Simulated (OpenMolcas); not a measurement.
# doublet C2H4ClF+ at 5 levels

We compute a comparison of 5 runs (UHF/6-311+G**, U-r2SCAN/6-311+G**, UM06-L/6-311+G**, UPBE/6-311+G**, UTPSS/6-311+G**) of doublet C2H4ClF+. 

The results are computed with OpenMolcas 26.06.

## Step 1: The system as given

The species is C2H4ClF+ (8 atoms), meant as a doublet with charge +1. As SMILES of the parent species, `FCCCl`. The shape is that of a PBE0-D4/def2-TZVP optimisation. This is one conformer, not always the lowest. That shape belongs to the parent species and isn't relaxed for this state.

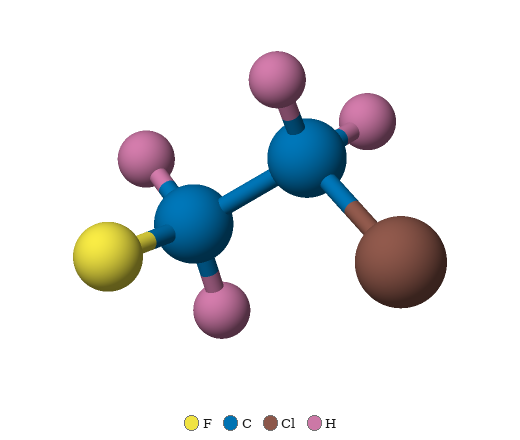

The structure, seen from a chosen angle (fluorine yellow, carbon blue, chlorine brown, hydrogen pink).

## Step 2: A single-point energy at UHF/6-311+G(d,p) (run 1)

File mol.input:

```
* C2H4ClF Hartree-Fock
>>> EXPORT MOLCAS_PRINT=2

&GATEWAY
 BASLIB
 $CurrDir
 COORD
 8
 bohr
 F     -2.52652603     0.94136707     1.94736277
 C     -0.27128908     1.26804402     0.69710107
 C      0.56776821    -1.15258176    -0.52103529
 Cl    -1.43492574    -2.05530393    -3.06303818
 H     -0.51761488     2.76319533    -0.70709772
 H      1.15201484     1.85412368     2.08355533
 H      0.56085182    -2.69405026     0.84436743
 H      2.46972087    -0.92479417    -1.28119652
 BASIS
 6-311pGss
 GROUP
 NoSym

&SEWARD

&SCF
 UHF
 CHARGE
 1
 SPIN
 2
 THRESHOLDS
 1e-10 1e-07 1e-07 1e-05
 PRORBITALS
 1
```

The basis set 6-311+G** is read from a file made from the Basis Set Exchange's data (not shown).

Command:

```sh
$ export MOLCAS_MEM=1860
$ pymolcas mol.input > mol.log
```

The program printed:

```text
--- Start Module: gateway ---
[...]
--- Stop Module: gateway /rc=_RC_ALL_IS_WELL_ ---
--- Start Module: seward ---
[...]
      Basis functions          120
--- Stop Module: seward /rc=_RC_ALL_IS_WELL_ ---
[...]
--- Start Module: scf ---
[...]
       Convergence after  60 Iterations
[...]
::    Total SCF energy                               -636.6722834970
[...]
      Total spin, S                                     0.5042519412
[...]
      Dipole Moment (debye):
      Origin of the operator (angstrom)=   -0.5868   -0.3330   -0.4327
                   X=  3.5116E+00               Y= -1.5311E+00               Z= -2.7825E+00           Total=  4.7348E+00
      Center of Charge (angstrom)
[...]
--- Stop Module: scf /rc=_RC_ALL_IS_WELL_ ---
[...]
```

Wall time 56 s (1 thread of Arm Neoverse V1, shared host); peak memory 0.76 GiB.

## Step 3: A single-point energy at U-r2SCAN/6-311+G(d,p) (run 2)

File job.inp:

```
&GATEWAY
  BasLib
  $CurrDir
  Coord
  8
  angstrom
  F       -1.336980       0.498150       1.030500
  C       -0.143560       0.671020       0.368890
  C        0.300450      -0.609920      -0.275720
  Cl      -0.759330      -1.087620      -1.620890
  H       -0.273910       1.462220      -0.374180
  H        0.609620       0.981160       1.102570
  H        0.296790      -1.425630       0.446820
  H        1.306920      -0.489380      -0.677980
  Basis
  6-311pGss
  Group
  NoSym

&SEWARD
  GridInput
  Grid=UltraFine
  End of Grid

&SCF
  UHF
  Charge
  1
  Spin
  2
  KSDFT
  2
  1.0 MGGA_X_R2SCAN
  1.0 MGGA_C_R2SCAN
  Thresholds
  1e-10 1e-07 1e-07 1e-05
  PrOrbitals
  1 2
```

The basis set 6-311+G** is read from a file made from the Basis Set Exchange's data (not shown).

Command:

```sh
$ export MOLCAS_MEM=1860
$ pymolcas job.inp > job.log
```

The program printed:

```text
--- Start Module: gateway ---
[...]
--- Stop Module: gateway /rc=_RC_ALL_IS_WELL_ ---
--- Start Module: seward ---
[...]
      Basis functions          120
--- Stop Module: seward /rc=_RC_ALL_IS_WELL_ ---
[...]
--- Start Module: scf ---
[...]
       Convergence after  33 Iterations
[...]
::    Total KS-DFT energy                            -638.1940060470
[...]
      Total spin, S                                     0.5011411581
[...]
      Total electronic charge=   41.000000
      Total            charge=    1.000000
[...]
      Dipole Moment (debye):
      Origin of the operator (angstrom)=   -0.5868   -0.3330   -0.4327
                   X=  3.4251E+00               Y=  3.0163E-02               Z= -5.7046E-01           Total=  3.4724E+00
      Center of Charge (angstrom)
[...]
--- Stop Module: scf /rc=_RC_ALL_IS_WELL_ ---
[...]
```

Wall time 3.8 min (1 thread of Arm Neoverse V1, shared host); peak memory 0.76 GiB.

## Step 4: The energy at UM06-L/6-311+G(d,p) (run 3)

File calc.inp:

```
&GATEWAY
 BasLib = $CurrDir
 BasisSet
 F.6-311pGss....
 F1 -1.336980 0.498150 1.030500 angstrom
 End of Basis
 BasisSet
 C.6-311pGss....
 C2 -0.143560 0.671020 0.368890 angstrom
 C3 0.300450 -0.609920 -0.275720 angstrom
 End of Basis
 BasisSet
 Cl.6-311pGss....
 Cl4 -0.759330 -1.087620 -1.620890 angstrom
 End of Basis
 BasisSet
 H.6-311pGss....
 H5 -0.273910 1.462220 -0.374180 angstrom
 H6 0.609620 0.981160 1.102570 angstrom
 H7 0.296790 -1.425630 0.446820 angstrom
 H8 1.306920 -0.489380 -0.677980 angstrom
 End of Basis

&SEWARD
 GridInput
 Grid=UltraFine
 End of Grid

&SCF
 UHF
 Charge = 1
 Spin = 2
 KSDFT = M06L
 Thresholds = 1e-10 1e-07 1e-07 1e-05
 PrOrbitals = 0
```

The basis set 6-311+G** is read from a file made from the Basis Set Exchange's data (not shown).

Command:

```sh
$ export MOLCAS_MEM=1860
$ pymolcas calc.inp > calc.log
```

The program printed:

```text
--- Start Module: gateway ---
[...]
--- Stop Module: gateway /rc=_RC_ALL_IS_WELL_ ---
--- Start Module: seward ---
[...]
      Basis functions          120
--- Stop Module: seward /rc=_RC_ALL_IS_WELL_ ---
[...]
--- Start Module: scf ---
[...]
       Convergence after  36 Iterations
[...]
::    Total KS-DFT energy                            -638.2807214561
[...]
      Total spin, S                                     0.5011747616
[...]
      Total electronic charge=   41.000000
      Total            charge=    1.000000
[...]
      Dipole Moment (debye):
      Origin of the operator (angstrom)=   -0.5868   -0.3330   -0.4327
                   X=  3.3204E+00               Y= -1.1785E-02               Z= -6.2628E-01           Total=  3.3789E+00
      Center of Charge (angstrom)
[...]
--- Stop Module: scf /rc=_RC_ALL_IS_WELL_ ---
[...]
```

It took 4.1 min on 1 thread of Arm Neoverse V1, shared host; peak memory 0.76 GiB.

Run 4 isn't shown in full; the table further down has it.

## Step 5: A single-point energy at UTPSS/6-311+G(d,p) (run 5)

File test.inp:

```
>>> EXPORT MOLCAS_PRINT=2

&GATEWAY
 BasLib=$CurrDir
 Coord
 8
 bohr
 F     -2.52652603     0.94136707     1.94736277
 C     -0.27128908     1.26804402     0.69710107
 C      0.56776821    -1.15258176    -0.52103529
 Cl    -1.43492574    -2.05530393    -3.06303818
 H     -0.51761488     2.76319533    -0.70709772
 H      1.15201484     1.85412368     2.08355533
 H      0.56085182    -2.69405026     0.84436743
 H      2.46972087    -0.92479417    -1.28119652
 Basis=6-311pGss
 Group=NoSym

&SEWARD
 GridInput
 Grid=UltraFine
 End of Grid

&SCF
 UHF
 Charge=1
 Spin=2
 KSDFT=2
 1.0 MGGA_X_TPSS
 1.0 MGGA_C_TPSS
 Thresholds=1e-10 1e-07 1e-07 1e-05
 PrOrbitals=1 2
```

The basis set 6-311+G** is read from a file made from the Basis Set Exchange's data (not shown).

Command:

```sh
$ export MOLCAS_MEM=1860
$ pymolcas test.inp > test.log
```

The program printed:

```text
--- Start Module: gateway ---
[...]
--- Stop Module: gateway /rc=_RC_ALL_IS_WELL_ ---
--- Start Module: seward ---
[...]
      Basis functions          120
--- Stop Module: seward /rc=_RC_ALL_IS_WELL_ ---
[...]
--- Start Module: scf ---
[...]
       Convergence after  40 Iterations
[...]
::    Total KS-DFT energy                            -638.3660185997
[...]
      Total spin, S                                     0.5007677427
[...]
      Total electronic charge=   41.000000
      Total            charge=    1.000000
[...]
      Dipole Moment (debye):
      Origin of the operator (angstrom)=   -0.5868   -0.3330   -0.4327
                   X=  3.3699E+00               Y=  1.6041E-01               Z= -3.8895E-01           Total=  3.3961E+00
      Center of Charge (angstrom)
[...]
--- Stop Module: scf /rc=_RC_ALL_IS_WELL_ ---
[...]
```

Run time: 4.7 min. Hardware: 1 thread of Arm Neoverse V1, shared host; peak memory 0.76 GiB.

## Step 6: Overview of the runs

| run | level | integration grid | energy (Eh) | HOMO energy (eV) | LUMO energy (eV) | ⟨S²⟩ | wall time |
| --- | --- | --- | --- | --- | --- | --- | --- |
| 1 | UHF/6-311+G** | – | -636.672283 | -19.76 | -8.96 | 0.759 | 56 s |
| 2 | U-r2SCAN/6-311+G** | UltraFine | -638.194006 | -14.77 | -14.31 | 0.752 | 3.8 min |
| 3 | UM06-L/6-311+G** | UltraFine | -638.280721 | -14.61 | -14.31 | 0.752 | 4.1 min |
| 4 | UPBE/6-311+G** | UltraFine | -637.933597 | -14.36 | -14.25 | 0.751 | 2.7 min |
| 5 | UTPSS/6-311+G** | UltraFine | -638.366019 | -14.54 | -14.21 | 0.752 | 4.7 min |

## Step 7: Outcome

| quantity | value |
| --- | --- |
| run 5: total energy | -638.36602 Eh |
| run 5: HOMO energy (highest over α and β) | -14.54 eV |
| run 5: LUMO energy (lowest over α and β) | -14.21 eV |
| run 5: ⟨S²⟩ | 0.752 |

In words: Totals of different functionals can't be ranked against each other. All runs together took 16 min, the longest 4.7 min.
